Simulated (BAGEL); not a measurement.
# AlNH3 (SMILES [NH2][AlH]): ROHF/6-31G(d) (density fitting with qzvpp-jkfit, spherical functions)

Aim: the energy change on altering one bond length of AlNH3 at ROHF/6-31G* (density fitting with qzvpp-jkfit, spherical functions), from 2 runs. 

Program for the calculation: BAGEL 1.2.2.

## Step 1: The system as given

The species is AlNH3 (5 atoms), meant as a doublet with charge 0. As SMILES, `[NH2][AlH]`. The shape is that of a PBE0-D4/def2-TZVP optimisation. This is one conformer, not always the lowest.

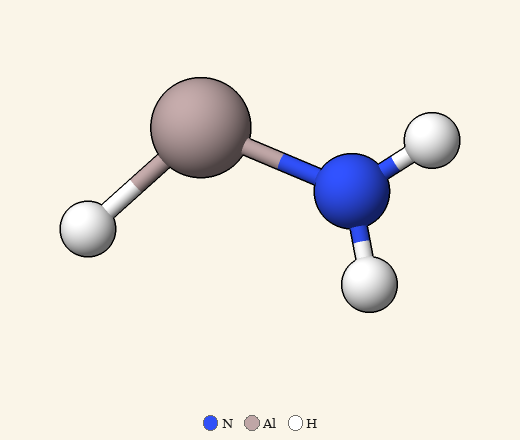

The structure, seen from a chosen angle (nitrogen blue, aluminium light grey, hydrogen white).

## Step 2: The energy at ROHF/6-31G(d) (density fitting with qzvpp-jkfit, spherical functions)

Contents of input.json:

```json
{ "bagel": [

{
  "title": "molecule",
  "basis": "6-31gs.json",
  "df_basis": "qzvpp-jkfit",
  "angstrom": true,
  "geometry": [
    { "atom": "N", "xyz": [   -0.116600,   -0.660800,    0.175100 ] },
    { "atom": "Al", "xyz": [    0.836600,    0.833900,    0.120800 ] },
    { "atom": "H", "xyz": [    0.148500,   -1.505300,    0.655500 ] },
    { "atom": "H", "xyz": [   -1.010300,   -0.782800,   -0.277400 ] },
    { "atom": "H", "xyz": [    0.191800,    2.041400,   -0.715400 ] }
  ]
},
{
  "title": "rohf",
  "nopen": 1
},
{
  "title": "print",
  "file": "orbitals.molden",
  "orbitals": true
}

]}
```

The basis set 6-31G* is read from a file made from the Basis Set Exchange's data (not shown).

Command:

```console
$ BAGEL_NUM_THREADS=1 BAGEL input.json > input.out
```

The program printed:

```text
* using 1 threads per process

  ===============================================================
  ===============================================================

  *** Geometry ***

  { "atom" : "N", "xyz" : [     -0.220342,     -1.248731,      0.330891 ] },
  { "atom" : "Al", "xyz" : [      1.580945,      1.575843,      0.228279 ] },
  { "atom" : "H", "xyz" : [      0.280624,     -2.844605,      1.238715 ] },
  { "atom" : "H", "xyz" : [     -1.909190,     -1.479278,     -0.524210 ] },
  { "atom" : "H", "xyz" : [      0.362449,      3.857687,     -1.351910 ] },

  Number of auxiliary basis functions:      259

  Since a DF basis is specified, we compute 2- and 3-index integrals:
    o Being stored without compression. Storage requirement is 0.003 GB

  Number of basis functions:       38
  Number of electrons      :       23

    * METHOD: MOLECULE                             0.05

  *** Open-shell HF ***

  === Nuclear Repulsion ===
    46.2350920341

      * DIIS with orbital gradients will be used.

  === ROHF iteration (6-31gs.json) ===
      0       -297.88153932          0.07896808           0.01
      1       -298.00255581          0.05356301           0.01
      2       -298.05160123          0.03415175           0.01
      3       -298.08350654          0.00245532           0.01
      4       -298.08451441          0.00079798           0.01
      5       -298.08470077          0.00015865           0.01
      6       -298.08474027          0.00002707           0.01
      7       -298.08474519          0.00000914           0.01
      8       -298.08474562          0.00000243           0.01
      9       -298.08474575          0.00000081           0.01
     10       -298.08474578          0.00000043           0.01
     11       -298.08474578          0.00000010           0.01
     12       -298.08474578          0.00000004           0.01
     13       -298.08474578          0.00000001           0.01
     14       -298.08474578          0.00000000           0.01
    * SCF iteration converged.

    * S^2 (ROHF) is 0.7500

    * Permanent dipole moment:
           (    0.020499,     0.413501,    -0.151026) a.u.

    * METHOD: ROHF                                 0.25

    * METHOD: PRINT                                0.00

  ===============================================================
```

Run time: 0.48 s. Hardware: 1 thread of Arm Neoverse V1, shared host.

## Step 3: The distorted shape at the same level

Contents of hf.json:

```json
{ "bagel": [

{
  "title": "molecule",
  "basis": "6-31gs.json",
  "df_basis": "qzvpp-jkfit",
  "angstrom": true,
  "geometry": [
    { "atom": "N", "xyz": [       0.399227,      -1.626775,       0.844043 ] },
    { "atom": "Al", "xyz": [       1.352427,      -0.132075,       0.789743 ] },
    { "atom": "H", "xyz": [       0.664327,      -2.471275,       1.324443 ] },
    { "atom": "H", "xyz": [      -0.494473,      -1.748775,       0.391543 ] },
    { "atom": "H", "xyz": [       0.191800,       2.041400,      -0.715400 ] }
  ]
},

{ "title": "rohf", "nopen": 1 },

{ "title": "print", "file": "orbitals.molden", "orbitals": true }

]}
```

The basis set 6-31G* is read from a file made from the Basis Set Exchange's data (not shown).

Command:

```console
$ BAGEL_NUM_THREADS=1 BAGEL hf.json > hf.out
```

The program printed:

```text
* using 1 threads per process

  ===============================================================
  ===============================================================

  *** Geometry ***

  { "atom" : "N", "xyz" : [      0.754430,     -3.074159,      1.595010 ] },
  { "atom" : "Al", "xyz" : [      2.555717,     -0.249586,      1.492398 ] },
  { "atom" : "H", "xyz" : [      1.255396,     -4.670033,      2.502835 ] },
  { "atom" : "H", "xyz" : [     -0.934419,     -3.304706,      0.739909 ] },
  { "atom" : "H", "xyz" : [      0.362449,      3.857687,     -1.351910 ] },

  Number of auxiliary basis functions:      259

  Since a DF basis is specified, we compute 2- and 3-index integrals:
    o Being stored without compression. Storage requirement is 0.003 GB

  Number of basis functions:       38
  Number of electrons      :       23

    * METHOD: MOLECULE                             0.05

  *** Open-shell HF ***

  === Nuclear Repulsion ===
    43.8913451790

      * DIIS with orbital gradients will be used.

  === ROHF iteration (6-31gs.json) ===
      0       -297.80144199          0.07974568           0.01
      1       -297.92268151          0.05533413           0.01
      2       -297.97634211          0.03566330           0.01
      3       -298.01319018          0.00334464           0.01
      4       -298.01611114          0.00167088           0.01
      5       -298.01719878          0.00025322           0.01
      6       -298.01769779          0.00008893           0.01
      7       -298.01768878          0.00002036           0.01
      8       -298.01767614          0.00000775           0.01
      9       -298.01767647          0.00000293           0.01
     10       -298.01767695          0.00000120           0.01
     11       -298.01767764          0.00000052           0.01
     12       -298.01767757          0.00000012           0.01
     13       -298.01767745          0.00000005           0.01
     14       -298.01767746          0.00000002           0.01
     15       -298.01767748          0.00000001           0.01
     16       -298.01767748          0.00000000           0.01
    * SCF iteration converged.

    * S^2 (ROHF) is 0.7500

    * Permanent dipole moment:
           (    0.431393,     0.602384,     0.004812) a.u.

    * METHOD: ROHF                                 0.29

    * METHOD: PRINT                                0.00

  ===============================================================
```

Run time: 0.5 s. Hardware: 1 thread of Arm Neoverse V1, shared host.

## Step 4: Outcome

Level: ROHF/6-31G* (density fitting with qzvpp-jkfit, spherical functions).

| quantity | value |
| --- | --- |
| first shape: total energy | -298.08475 Eh |
| first shape: dipole moment | 1.12 D |
| first shape: ⟨S²⟩ | 0.750 |
| distorted shape: total energy | -298.01768 Eh |
| distorted shape: dipole moment | 1.88 D |
| distorted shape: ⟨S²⟩ | 0.750 |
| energy change with the Al2–H5 bond stretched from 1.604 to 2.887 Å | 1.825 eV |

**Reading.** With the Al2–H5 bond stretched from 1.604 to 2.887 Å the energy rises by 1.83 eV (176 kJ/mol). The first shape isn't relaxed at this level, so the change isn't measured from a minimum.
